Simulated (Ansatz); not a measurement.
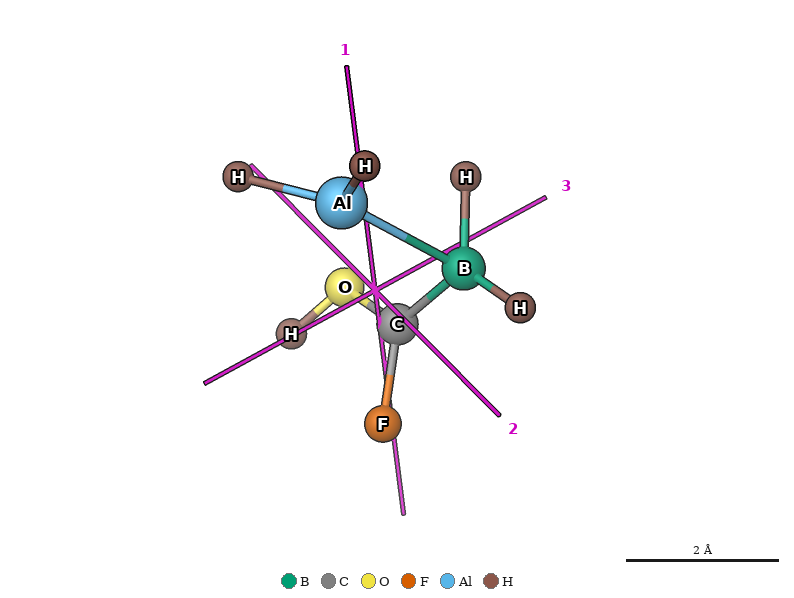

The three principal axes of inertia are drawn and numbered. Depth is shown by fading: the farther an atom, the more it takes the colour of the background. The geometry was computed by an optimisation with PBE0-D4/def2-TZVP. No frequency run is at hand to confirm it as a minimum. Masses are those of the most abundant isotopes; constants are for the rigid equilibrium geometry.

Q: Which line is the a axis (least moment of inertia), which b and which c?

A: a is line 1, b is line 2, c is line 3; the moments are 74.5, 204, 227 u Å².

Q: Classify the rotor and give the rotational constants (GHz).

A: An asymmetric top (C1): A = 6.78, B = 2.48, C = 2.23 GHz. Ray's parameter κ is −0.89, close to the prolate limit.
